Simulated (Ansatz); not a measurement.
# C₃H₆AlB: shape, modes and thermochemistry

Aim: relax C₃H₆AlB from a cheap starting geometry, check the end point by its vibrations and derive ideal-gas thermochemistry.

The runs use Ansatz 0.2.0, Gaussian basis; RKS PBE0-D4/def2-TZVP.

The runs, in order: relaxation at PBE-D4/def2-SVP; relaxation at PBE0-D4/def2-TZVP; harmonic vibrations at the same level.

1 further run of the same task is left out (set aside as unsound or not needed).

### 1 Starting geometry

SMILES `BC1=[CH][AlH][CH2]1`, 11 atoms, charge 0, spin multiplicity 1.

Atoms are counted from 1 here; the program's logs count them from 0.

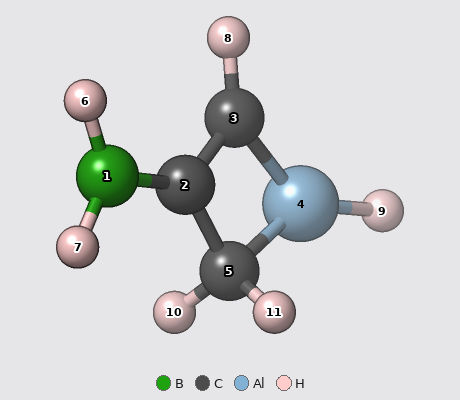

The starting geometry (boron green, carbon dark grey, aluminium light blue, hydrogen pink); atoms are numbered from 1 in the order of the file.

As a file:

```mol
C3H6AlB
  3D, bonds by distance, orders not assigned

 11 11  0  0  0  0  0  0  0  0999 V2000
    1.3093    1.5402   -0.3342 B   0  0
    0.3179    0.3921    0.0276 C   0  0
   -0.0707   -0.1641    1.2207 C   0  0
   -1.1577   -1.5515    0.5288 Al  0  0
   -0.5074   -0.5499   -0.8261 C   0  0
    1.8196    2.2034    0.5011 H   0  0
    1.4392    1.8852   -1.4748 H   0  0
    0.2697    0.0805    2.2533 H   0  0
   -2.1917   -2.7646    0.9397 H   0  0
    0.1348   -1.1420   -1.4637 H   0  0
   -1.2977    0.0137   -1.3518 H   0  0
  1  2  8  0
  2  3  8  0
  3  4  8  0
  4  5  8  0
  1  6  8  0
  1  7  8  0
  3  8  8  0
  4  9  8  0
  5 10  8  0
  5 11  8  0
  2  5  8  0
M  END
```

The start is a force-field geometry with small random shifts, so a cheaper pass at PBE-D4/def2-SVP comes first.

### 2 Optimising with PBE-D4/def2-SVP (cheap first pass)

in.yaml reads:

```yaml
crystal:
  periodic: [false, false, false]
  atoms:
    - {symbol: B, position_ang: [1.309300, 1.540200, -0.334200]}
    - {symbol: C, position_ang: [0.317900, 0.392100, 0.027600]}
    - {symbol: C, position_ang: [-0.070700, -0.164100, 1.220700]}
    - {symbol: Al, position_ang: [-1.157700, -1.551500, 0.528800]}
    - {symbol: C, position_ang: [-0.507400, -0.549900, -0.826100]}
    - {symbol: H, position_ang: [1.819600, 2.203400, 0.501100]}
    - {symbol: H, position_ang: [1.439200, 1.885200, -1.474800]}
    - {symbol: H, position_ang: [0.269700, 0.080500, 2.253300]}
    - {symbol: H, position_ang: [-2.191700, -2.764600, 0.939700]}
    - {symbol: H, position_ang: [0.134800, -1.142000, -1.463700]}
    - {symbol: H, position_ang: [-1.297700, 0.013700, -1.351800]}
basis:
  gaussian: {orbitals: def2-SVP}
hamiltonian: {xc: pbe, dispersion: d4}
relax: {f_tol: 0.03, max_steps: 200}
```

Run with:

```
$ ansatz run in.yaml --threads 2 --pin off --events-out ev --progress --plain --max-ram 4352MiB
```

Standard output, shortened:

```text
Functional definition: PBE
  name "PBE"
  cite "Perdew, Burke & Ernzerhof, Phys. Rev. Lett. 77, 3865 (1996) doi:10.1103/PhysRevLett.77.3865"
  parent pbe
[...]
1169 factors; their error is unknown
[...]
mean field -10464.05194678 eV, -384.5468162551 hartree, gradient 4.4e-5 eV, S^2 0.000000; 0 other end points of the search recorded, 0 dependent functions left out
[...]
reference -10464.05198903 eV, -384.5468178076 hartree; 21, 21 occupied and 83, 83 virtual orbitals, 1169 factors
relax step   1: F+E_penalty+E_count = -10464.28680684 eV  Δ(F+E_penalty+E_count) = +0.000e0 eV  max|allowed force component| = 4.677e0 eV/Å  Δτ_max = 0.0000 Å  (29 SCF iters, accepted)
[...]
relax step   6: F+E_penalty+E_count = -10465.65816667 eV  Δ(F+E_penalty+E_count) = -2.521e-2 eV  max|allowed force component| = 7.771e-2 eV/Å  Δτ_max = 0.0499 Å  (31 SCF iters, accepted)
[...]
relax step  11: F+E_penalty+E_count = -10465.70460462 eV  Δ(F+E_penalty+E_count) = -1.721e-2 eV  max|allowed force component| = 3.036e-1 eV/Å  Δτ_max = 0.1920 Å  (31 SCF iters, accepted)
[...]
relax step  16: F+E_penalty+E_count = -10465.74977421 eV  Δ(F+E_penalty+E_count) = -2.682e-3 eV  max|allowed force component| = 2.281e-1 eV/Å  Δτ_max = 0.1457 Å  (31 SCF iters, accepted)
[...]
relax step  20: F+E_penalty+E_count = -10465.75529035 eV  Δ(F+E_penalty+E_count) = -1.254e-3 eV  max|allowed force component| = 2.602e-2 eV/Å  Δτ_max = 0.0138 Å  (32 SCF iters, accepted)
1169 factors; their error is unknown
[...]
mean field -10465.52294960 eV, -384.6008746114 hartree, gradient 2.7e-5 eV, S^2 0.000000; 1 other end points of the search recorded, 0 dependent functions left out
[...]
reference -10465.52299197 eV, -384.6008761685 hartree; 21, 21 occupied and 83, 83 virtual orbitals, 1169 factors
Total energy: -10465.75533272 eV, -384.6094145336 hartree
Atom 0 at     1.335270     1.228841    -0.227446 Å, force    -0.001449    -0.004842     0.011949 eV/Å
Atom 1 at     0.069650     0.389619     0.047763 Å, force    -0.005907     0.012983    -0.026017 eV/Å
Atom 2 at    -0.249099     0.035541     1.352949 Å, force     0.002987     0.009427     0.001221 eV/Å
Atom 3 at    -1.078002    -1.528619     0.570573 Å, force    -0.005372    -0.009195     0.002511 eV/Å
Atom 4 at    -0.766987    -0.347883    -1.003901 Å, force     0.001174     0.002447     0.006159 eV/Å
Atom 5 at     1.546503     2.260929     0.384010 Å, force    -0.001308    -0.006755     0.000790 eV/Å
Atom 6 at     2.165624     0.826345    -1.025645 Å, force    -0.000120     0.000054     0.004202 eV/Å
Atom 7 at     0.180213     0.544632     2.231719 Å, force     0.004393    -0.003429    -0.001907 eV/Å
Atom 8 at    -1.283280    -3.079817     0.921093 Å, force     0.003893     0.005055    -0.000986 eV/Å
Atom 9 at    -0.222002    -0.660552    -1.918364 Å, force    -0.001881     0.000941    -0.001777 eV/Å
Atom 10 at    -1.632588     0.273962    -1.312151 Å, force     0.003590    -0.006686     0.003854 eV/Å
Dipole moment:    -0.171301    -0.083468    -0.007084 e Å
```

It took 34 s on 2 threads of Arm Neoverse V2, shared host.

Step by step: (the energy doesn't fall at every step)

```
step  energy from step 1 (eV)  largest force component (eV/Å)
   1                   0.0000                          4.6766
   2                  -1.1605                          1.1346
   3                  -1.3007                          0.6359
   4                  -1.3343                          0.3873
   5                  -1.3461                          1.0549
   6                  -1.3714                          0.0777
   7                  -1.3735                          0.0850
   8                  -1.3748                          0.3898
   9                  -1.3831                          0.2580
  10                  -1.4006                          0.2423
  11                  -1.4178                          0.3036
  12                  -1.4235                          0.4377
  13                  -1.4377                          0.3258
  14                  -1.4498                          0.2589
  15                  -1.4603                          0.1320
  16                  -1.4630                          0.2281
  17                  -1.4672                          0.0676
  18                  -1.4653                          0.1767
  19                  -1.4660                          0.1107
  20                  -1.4685                          0.0260
```

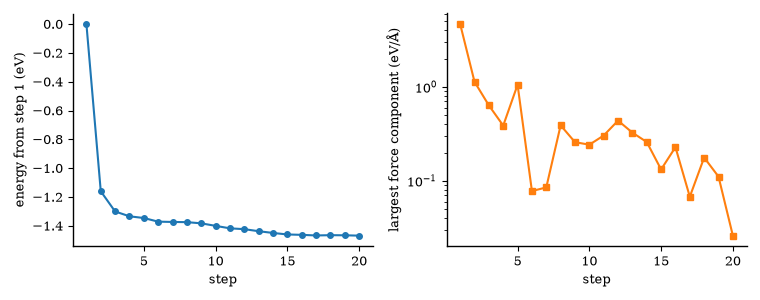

Energy and force, step by step.

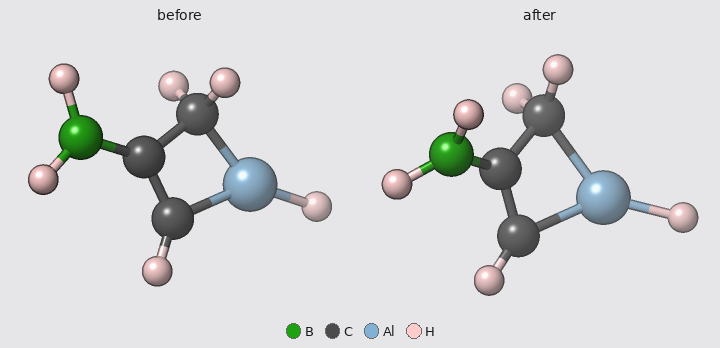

Before and after, at one scale.

Close pairs (by a distance rule), those that changed most:

```
  bond  before (Å)  after (Å)  change (Å)
C2–Al4       2.491      2.296      -0.196
Al4–C5       1.806      1.992      +0.186
Al4–H9       1.646      1.604      -0.043
C3–Al4       1.893      1.935      +0.042
 B1–H6       1.182      1.218      +0.036
C5–H10       1.081      1.110      +0.028
 B1–H7       1.199      1.220      +0.021
 C2–C5       1.516      1.533      +0.017
```

### 3 Relaxation at PBE0-D4/def2-TZVP

in.yaml reads:

```yaml
crystal:
  periodic: [false, false, false]
  atoms:
    - {symbol: B, position_ang: [1.335270, 1.228841, -0.227446]}
    - {symbol: C, position_ang: [0.069650, 0.389619, 0.047763]}
    - {symbol: C, position_ang: [-0.249099, 0.035541, 1.352949]}
    - {symbol: Al, position_ang: [-1.078002, -1.528619, 0.570573]}
    - {symbol: C, position_ang: [-0.766987, -0.347883, -1.003901]}
    - {symbol: H, position_ang: [1.546503, 2.260929, 0.384010]}
    - {symbol: H, position_ang: [2.165624, 0.826345, -1.025645]}
    - {symbol: H, position_ang: [0.180213, 0.544632, 2.231719]}
    - {symbol: H, position_ang: [-1.283280, -3.079817, 0.921093]}
    - {symbol: H, position_ang: [-0.222002, -0.660552, -1.918364]}
    - {symbol: H, position_ang: [-1.632588, 0.273962, -1.312151]}
basis:
  gaussian: {orbitals: def2-TZVP}
hamiltonian: {xc: pbe0, dispersion: d4}
relax: {f_tol: 0.005, max_steps: 150}
```

Launched as before.

Standard output, shortened:

```text
Functional definition: PBE0
  name "PBE0"
  cite "Adamo & Barone, J. Chem. Phys. 110, 6158 (1999) doi:10.1063/1.478522"
  cite "Perdew, Burke & Ernzerhof, Phys. Rev. Lett. 77, 3865 (1996) doi:10.1103/PhysRevLett.77.3865"
  parent pbe
[...]
1252 factors; their error is unknown
[...]
mean field -10473.27162708 eV, -384.8856332567 hartree, gradient 4.6e-5 eV, S^2 0.000000; 0 other end points of the search recorded, 0 dependent functions left out
[...]
reference -10473.27166523 eV, -384.8856346588 hartree; 21, 21 occupied and 176, 176 virtual orbitals, 1252 factors
relax step   1: F+E_penalty+E_count = -10473.46766099 eV  Δ(F+E_penalty+E_count) = +0.000e0 eV  max|allowed force component| = 6.154e-1 eV/Å  Δτ_max = 0.0000 Å  (30 SCF iters, accepted)
[...]
Atom 1 at     0.074354     0.381620     0.047979 Å, force     0.001389    -0.002611     0.000468 eV/Å
Atom 2 at    -0.221907     0.021296     1.335462 Å, force    -0.001625    -0.000796    -0.002247 eV/Å
Atom 3 at    -1.065016    -1.514347     0.564003 Å, force     0.001359    -0.002497     0.001864 eV/Å
Atom 4 at    -0.753813    -0.362261    -0.996256 Å, force    -0.002714     0.004222    -0.003202 eV/Å
Atom 5 at     1.520447     2.234520     0.411001 Å, force     0.000893    -0.001366    -0.001305 eV/Å
Atom 6 at     2.121811     0.882487    -1.036573 Å, force    -0.002506    -0.000068     0.001142 eV/Å
Atom 7 at     0.219341     0.521098     2.191782 Å, force    -0.000349    -0.000969     0.002246 eV/Å
Atom 8 at    -1.347194    -3.033789     0.929714 Å, force    -0.000204     0.002162     0.000083 eV/Å
Atom 9 at    -0.200927    -0.679419    -1.882945 Å, force     0.000673    -0.000251     0.002337 eV/Å
Atom 10 at    -1.597869     0.250471    -1.318967 Å, force     0.001255    -0.001629    -0.000191 eV/Å
Dipole moment:    -0.152523    -0.083401    -0.004634 e Å
```

Wall time 49 s (2 threads of Arm Neoverse V2, shared host); peak memory 0.48 GiB.

Step by step: (the energy doesn't fall at every step)

```
step  energy from step 1 (eV)  largest force component (eV/Å)
   1                   0.0000                          0.6154
   2                  -0.0454                          0.2188
   3                  -0.0503                          0.0768
   4                  -0.0512                          0.0248
   5                  -0.0513                          0.0102
   6                  -0.0514                          0.0057
   7                  -0.0515                          0.0202
   8                   0.0635                          2.4942
   9                  -0.0515                          0.0242
  10                  -0.0516                          0.0042
```

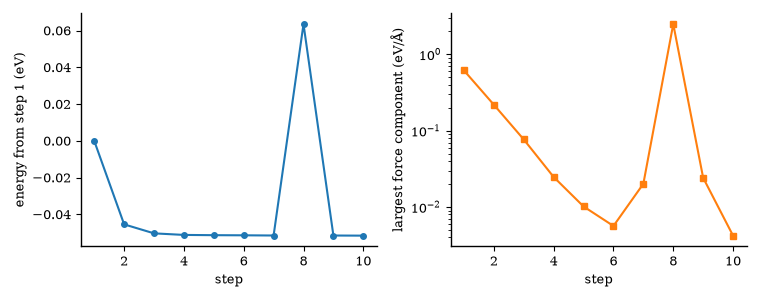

Energy and force, step by step.

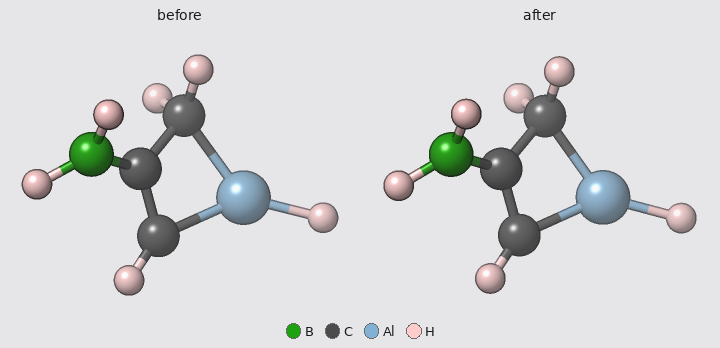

Before and after, at one scale.

Distances of close pairs at the start and the end, largest changes first:

```
  bond  before (Å)  after (Å)  change (Å)
Al4–C5       1.992      1.964      -0.028
C2–Al4       2.296      2.271      -0.024
 B1–H6       1.218      1.197      -0.021
 B1–H7       1.220      1.199      -0.021
C3–Al4       1.935      1.914      -0.021
 C2–C3       1.389      1.369      -0.020
C5–H11       1.109      1.092      -0.018
C5–H10       1.110      1.092      -0.017
```

Mulliken charges at the end point, from the run's report:

```
atom  value (e)
  B1      -0.05
  C2       0.13
  C3      -0.35
 Al4       0.39
  C5      -0.46
  H6       0.03
  H7       0.02
  H8       0.13
  H9      -0.09
 H10       0.13
 H11       0.14
```

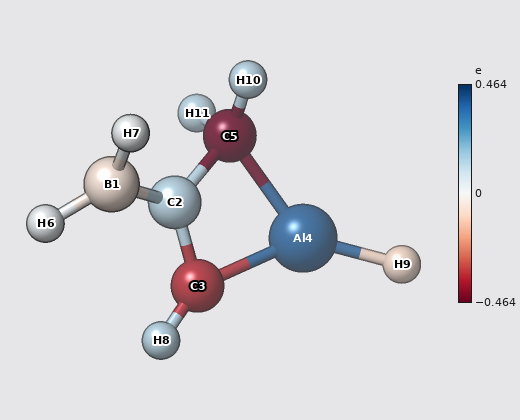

Mulliken charges at the end point, from the run's report, as colours on the atoms.

### 4 Force constants and modes

in.yaml reads:

```yaml
crystal:
  periodic: [false, false, false]
  atoms:
    - {symbol: B, position_ang: [1.316075, 1.241322, -0.224601]}
    - {symbol: C, position_ang: [0.074354, 0.381620, 0.047979]}
    - {symbol: C, position_ang: [-0.221907, 0.021296, 1.335462]}
    - {symbol: Al, position_ang: [-1.065016, -1.514347, 0.564003]}
    - {symbol: C, position_ang: [-0.753813, -0.362261, -0.996256]}
    - {symbol: H, position_ang: [1.520447, 2.234520, 0.411001]}
    - {symbol: H, position_ang: [2.121811, 0.882487, -1.036573]}
    - {symbol: H, position_ang: [0.219341, 0.521098, 2.191782]}
    - {symbol: H, position_ang: [-1.347194, -3.033789, 0.929714]}
    - {symbol: H, position_ang: [-0.200927, -0.679419, -1.882945]}
    - {symbol: H, position_ang: [-1.597869, 0.250471, -1.318967]}
basis:
  gaussian: {orbitals: def2-TZVP}
hamiltonian: {xc: pbe0, dispersion: d4}
phonons: {temperatures: {t_min: 298.15, t_max: 900, t_step: 200}}
```

Same command.

Standard output, shortened:

```text
Functional definition: PBE0
  name "PBE0"
  cite "Adamo & Barone, J. Chem. Phys. 110, 6158 (1999) doi:10.1063/1.478522"
  cite "Perdew, Burke & Ernzerhof, Phys. Rev. Lett. 77, 3865 (1996) doi:10.1103/PhysRevLett.77.3865"
  parent pbe
[...]
1252 factors; their error is unknown
[...]
mean field -10473.32225701 eV, -384.8874938724 hartree, gradient 4.8e-5 eV, S^2 0.000000; 0 other end points of the search recorded, 0 dependent functions left out
[...]
reference -10473.32229496 eV, -384.8874952669 hartree; 21, 21 occupied and 176, 176 virtual orbitals, 1252 factors
[...]
1252 factors; their error is unknown
mean field -10473.32218092 eV, -384.8874910760 hartree, gradient 1.3e-6 eV, S^2 0.000000; 0 other end points of the search recorded, 0 dependent functions left out
[...]
reference -10473.32221887 eV, -384.8874924708 hartree; 21, 21 occupied and 176, 176 virtual orbitals, 1252 factors
[...]
Atom 4 at    -0.753813    -0.362261    -0.996256 Å, force    -0.002721     0.004229    -0.003205 eV/Å
Atom 5 at     1.520447     2.234520     0.411001 Å, force     0.000893    -0.001370    -0.001308 eV/Å
Atom 6 at     2.121811     0.882487    -1.036573 Å, force    -0.002506    -0.000064     0.001146 eV/Å
Atom 7 at     0.219341     0.521098     2.191782 Å, force    -0.000354    -0.000977     0.002234 eV/Å
Atom 8 at    -1.347194    -3.033789     0.929714 Å, force    -0.000206     0.002168     0.000081 eV/Å
Atom 9 at    -0.200927    -0.679419    -1.882945 Å, force     0.000669    -0.000254     0.002341 eV/Å
Atom 10 at    -1.597869     0.250471    -1.318967 Å, force     0.001261    -0.001633    -0.000186 eV/Å
Dipole moment:    -0.152524    -0.083400    -0.004633 e Å
Vibrations: 91.23 194.01 255.97 366.85 420.43 475.16 557.48 618.47 660.04 709.08 814.67 863.46 907.78 991.56 1022.93 1041.11 1101.66 1191.87 1275.45 1426.95 1496.30 1912.96 2570.96 2653.49 3079.95 3127.51 3189.92 cm⁻¹, zero-point energy 2.046808 eV
```

Wall time 3.9 min (2 threads of Arm Neoverse V2, shared host); peak memory 0.47 GiB.

Motions are named by where the mode's potential energy lies. Wavenumbers, unscaled:

```
mode  cm⁻¹                          motion
   1    91                         torsion
   2   194               bend with torsion
   3   256                         torsion
   4   367                         torsion
   5   420               torsion with bend
   6   475               torsion with bend
   7   557                            bend
   8   618          bend with Al–C stretch
   9   660               torsion with bend
  10   709          bend with Al–C stretch
  11   815               bend with torsion
  12   863            Al–C and C–C stretch
  13   908               torsion with bend
  14   992  torsion with out-of-plane bend
  15  1023               torsion with bend
  16  1041               bend with torsion
  17  1102                            bend
  18  1192                            bend
  19  1275           bend with B–C stretch
  20  1427                            bend
  21  1496           C–C stretch with bend
  22  1913                    Al–H stretch
  23  2571                     B–H stretch
  24  2653                     B–H stretch
  25  3080                     C–H stretch
  26  3128                     C–H stretch
  27  3190                     C–H stretch
```

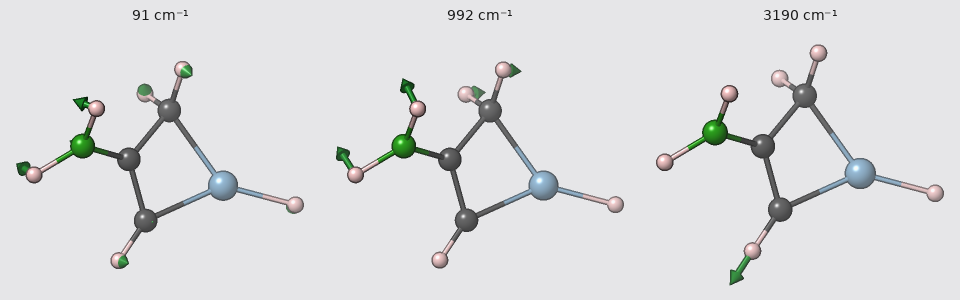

How the atoms move in 3 of the modes.

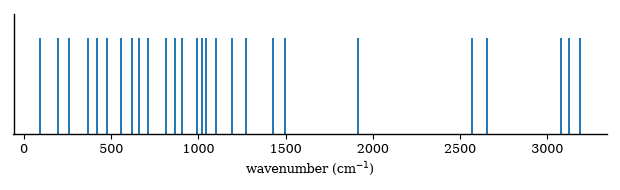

The harmonic wavenumbers as sticks (no intensities were computed).

Ideal gas, rigid rotor and harmonic oscillator at 298.15 K and 1 bar, with symmetry number 1:

```
                term            value
   zero-point energy     197.5 kJ/mol
          H(298) − E     216.9 kJ/mol
entropy, translation  163.5 J/(mol K)
   entropy, rotation  108.0 J/(mol K)
  entropy, vibration   53.3 J/(mol K)
      entropy, total  324.8 J/(mol K)
```

### 5 Summary of results

| quantity | value |
| --- | --- |
| point group | C1 |
| steps | 20 + 10 |
| shift from the start (rms) | 0.585 Å |
| total energy | -10473.5193 eV |
| dispersion term | -197 meV |
| dipole moment | 0.84 D |
| lowest, highest wavenumber | 91, 3190 cm⁻¹ |
| zero-point energy | 197.5 kJ/mol |
| entropy at 298.15 K | 324.8 J/(mol K) |

What this shows: The atoms moved 0.59 Å (rms) from the start; the bond that changed most is Al4–C5, from 1.806 to 1.964 Å. No mode is imaginary: a true minimum at this level. The stiffest mode, 3190 cm⁻¹, is a C–H stretch, and 2 modes under 200 cm⁻¹ make the vibrational entropy uncertain. Harmonic hybrid wavenumbers usually lie a few per cent above measured fundamentals. The largest Mulliken charge, -0.46 e, sits on C5.
